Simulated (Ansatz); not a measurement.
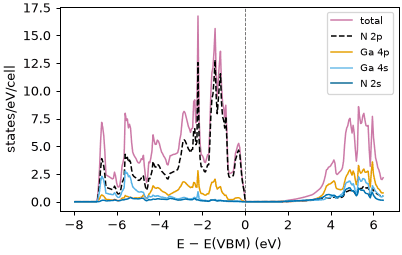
*Total and projected density of states of GaN in space group Pm-3n (No. 223; Ga on 6c, N on 6d), PBE (plane waves, PAW; program Ansatz)*

Question: Which orbitals carry the states next to the gap?

Answer: Top 1 eV of the valence band: N 2p 88 %, Ga 4p 7 %. Bottom 1 eV of the conduction band: Ga 4s 35 %, N 2s 32 %, N 2p 15 %, Ga 4p 12 %, outside the projected shells 6 %. Projections are on Löwdin-orthogonalised atomic valence shells; empty p or d shells of many metals are not among them.

Question: Where is the tallest occupied peak in this window, and what makes it?

Answer: Near -2.2 eV, about 17 states/eV per cell; the largest projected share is N 2p.

The start of the workflow was typed in or built on a structure type; neither database checked (COD, Materials Project) lists it. It is not the phase usual at ambient conditions (space group No. 186, 216). The cell was relaxed with PBE under the symmetry of its start; whether a distortion lowers the energy is not shown. Scalar-relativistic: spin–orbit coupling is off unless named, which matters more the heavier the elements.

Potentials: the later of the program's two PAW sets.
